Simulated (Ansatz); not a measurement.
CH$_{6}$Si···SiH$_{4}$

```yaml
atoms:
  - { symbol: Si, position_ang: [0.2263, -0.1204, 0.1951] }
  - { symbol: C, position_ang: [0.5112, -0.0894, 2.0563] }
  - { symbol: H, position_ang: [-0.1374, -0.7965, 2.5926] }
  - { symbol: H, position_ang: [1.5558, -0.3688, 2.2807] }
  - { symbol: H, position_ang: [0.3444, 0.9144, 2.4781] }
  - { symbol: H, position_ang: [1.5432, -0.1071, -0.5244] }
  - { symbol: H, position_ang: [-0.5364, 1.0685, -0.2971] }
  - { symbol: H, position_ang: [-0.5046, -1.3538, -0.2320] }
  - { symbol: Si, position_ang: [-2.9955, 0.6124, 1.1195] }
  - { symbol: H, position_ang: [-3.1479, -0.2459, -0.0915] }
  - { symbol: H, position_ang: [-4.1926, 0.4241, 1.9999] }
  - { symbol: H, position_ang: [-2.9090, 2.0476, 0.7153] }
  - { symbol: H, position_ang: [-1.7826, 0.2359, 1.8624] }
```

Not at a stationary point (largest force 0.6 eV/Å).

Level of theory: RKS BLYP-D4/6-31G* (Ansatz).

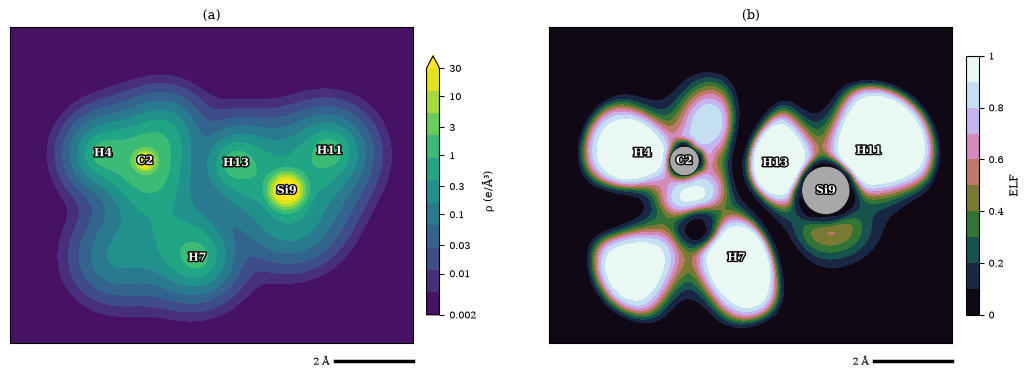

Figure 1. (a) electron density; (b) ELF on the plane of atoms H11, Si9 and H13. Grey discs cover the atomic cores in the ELF map.

What does the map show?

Atoms in the plane: C, H and Si. C–H (1.10 Å): the density is about 1.9 e/Å³ at the midpoint; the ELF climbs to about 1 towards the hydrogen, as it does in any bond to H (an ordinary covalent bond to hydrogen). Si–H (1.47 Å): ρ is about 0.79 e/Å³ halfway; the ELF climbs to about 1 towards the hydrogen.

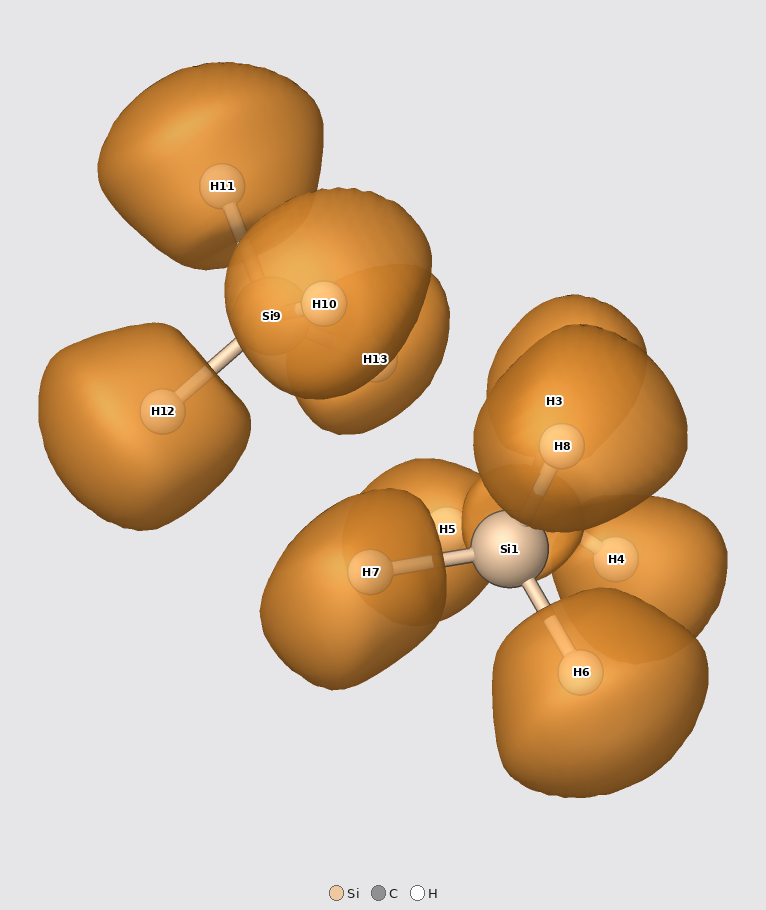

Figure 2. Isosurface of the electron localisation function at 0.8 (orange), seen at an oblique angle. Core shells and regions of very low density are left out.

Identify the bonds, lone pairs and shells in this picture.

The ELF exceeds this value in one region between bonded C–Si atoms (shared pairs) and ten regions around hydrogen nuclei. Profiles from the grid: Si1···H13 (2.63 Å): the ELF dips to about 0.05 between them. C–Si (1.88 Å): the ELF peaks at about 0.95 between the atoms, as expected for localised, covalent bonding.

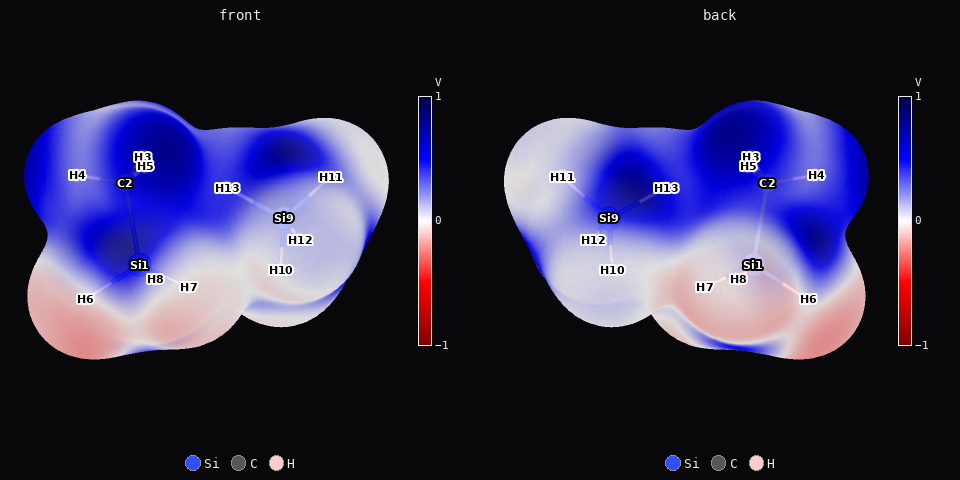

Figure 3. The electrostatic potential painted on the density surface at 0.002 e/bohr³, seen from the front and from behind; the colour scale runs from red (negative) to blue (positive).

Which sites attract a positive test charge, and which a negative one?

A positive charge is drawn to the negative regions and a negative charge to the positive ones. The most negative region (about −0.2 V) lies over H6, the most positive (about +0.8 V) over Si1, H3, H5 and Si9.
